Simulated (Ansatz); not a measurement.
A computed series for hypothetical CsCl type SiGe: response to strain

Consider SiGe in the CsCl type structure (space group Pm-3m, No. 221; a hypothetical phase, not in the database extracts checked; relaxed with 0.1 eV smearing).

```
CELL_PARAMETERS angstrom
      3.20028     0.00000     0.00000
      0.00000     3.20028     0.00000
      0.00000     0.00000     3.20028
ATOMIC_POSITIONS crystal
  Ge 0.00000 0.00000 0.00000
  Si 0.50000 0.50000 0.50000
```

Strains are applied to the cell and any free atomic positions relax.

Level of theory: PBEsol in Ansatz (plane waves to 420 eV, PAW, no spin-orbit coupling).

Notes on the quantities. energy relative to the base: free energy F.

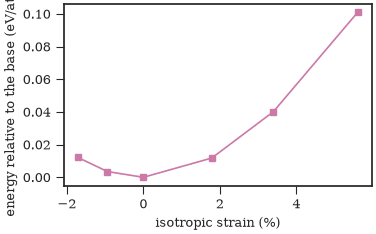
Figure: Energy relative to the base against isotropic strain

Problem. From the plot, what is the energy relative to the base for isotropic strain −0.94 %?

Solution. About 0.004 eV/atom.

Problem. Is the trend monotonic over the range shown?

Solution. No, it turns within the range, spanning 0 meV/atom to +101 meV/atom.

Stability against distortions was not tested. The final runs are not spin-polarised.

Ansatz is a first-principles code.
